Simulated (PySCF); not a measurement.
# [PbSF]−: how tightly the ligands are held

Aim: take one ligand of each kind off [PbSF]−, with both parts rigid, and scan its distance from the metal. It is a constructed species; whether it can be made isn't addressed.

Method: PBE0, Pb def2-SVP with ECP60, S def2-SVP, F def2-SVP; scalar-relativistic core potentials, no spin–orbit coupling; program: PySCF 2.14.0.

1 further run of the same task is left out (for a known fault of the program).

### 1 The starting structure

3 atoms, charge -1, spin multiplicity 1.

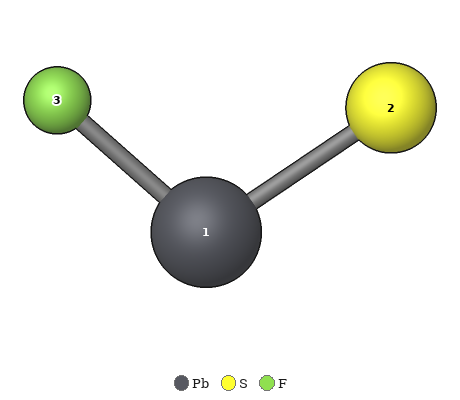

The structure; lead dark grey, sulfur yellow, fluorine green; atoms are numbered from 1 in the order of the file.

Geometry (Å):

```xyz
3

Pb   -0.12667    0.00000   -0.50173
S     1.79355    0.00000    0.92609
F    -1.79245    0.00000    0.84000
```

Formal oxidation states: Pb +2. An earlier session relaxed this geometry at PBE0, Pb def2-SVP with ECP60, S def2-SVP, F def2-SVP (singlet, point group Cs).

### 2 Rigid scan of S

Atom 2 moves along the line from atom 1; the distance is to the donor, the donors' midpoint or the ring centre. Each point starts from the density of the one before.

```csv
distance (Å),energy from the relaxed point (eV)
2.09,1.041
2.19,0.401
2.29,0.087
2.39,0.000
2.49,0.069
2.59,0.243
2.69,0.484
2.84,0.913
```

Wall time 2.1 s (2 threads of Arm Neoverse V2, shared host).

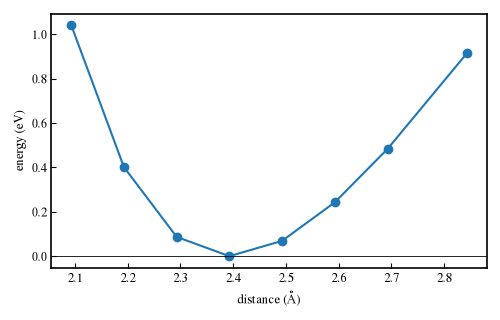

Energy along the rigid scan of S.

### 3 F taken off

The ligand (atom 3) keeps its formal charge and a closed shell where it can; ligand and rest are solved at the complex's geometry, in vacuum, with the settings of the relaxation.

```csv
part,charge,state,energy (Eh)
complex,-1,singlet,-690.577052
ligand,-1,singlet,-99.594968
rest,0,singlet,-590.832561
```

It took 0.2 s on 2 threads of Arm Neoverse V2, shared host.

### 4 Rigid scan of F

Atom 3 moves along the line from atom 1; the distance is to the donor, the donors' midpoint or the ring centre. Each point starts from the density of the one before.

```csv
distance (Å),energy from the relaxed point (eV)
1.84,1.030
1.94,0.381
2.04,0.080
2.14,0.000
2.24,0.057
2.34,0.193
2.54,0.573
2.84,1.175
3.24,1.839
3.74,2.429
```

It took 2.9 s on 2 threads of Arm Neoverse V2, shared host.

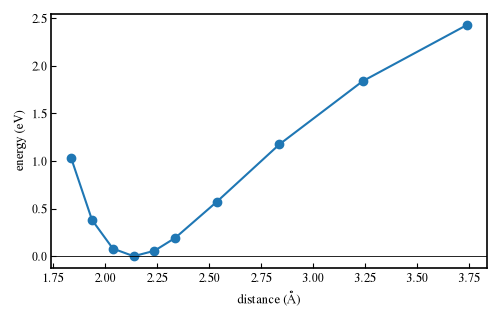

Energy along the rigid scan of F.

### 5 Results

| quantity | value |
| --- | --- |
| stiffness of the S contact | 15.6 eV/Å² |
| taking off F | 4.07 eV |
| stiffness of the F contact | 13.7 eV/Å² |

Near 2.39 Å the S contact has a stiffness of about 15.6 eV/Å², and the energy stands 0.91 eV higher at 2.84 Å. Taking off F as a fragment of charge -1 costs 4.07 eV. Near 2.14 Å the F contact has a stiffness of about 13.7 eV/Å², and the energy stands 2.43 eV higher at 3.74 Å. The free anion is solved without diffuse functions, no counterpoise correction is made, and the parts aren't relaxed; each of these makes the binding look larger. The bases are small and lack diffuse functions. Spin–orbit coupling is left out.
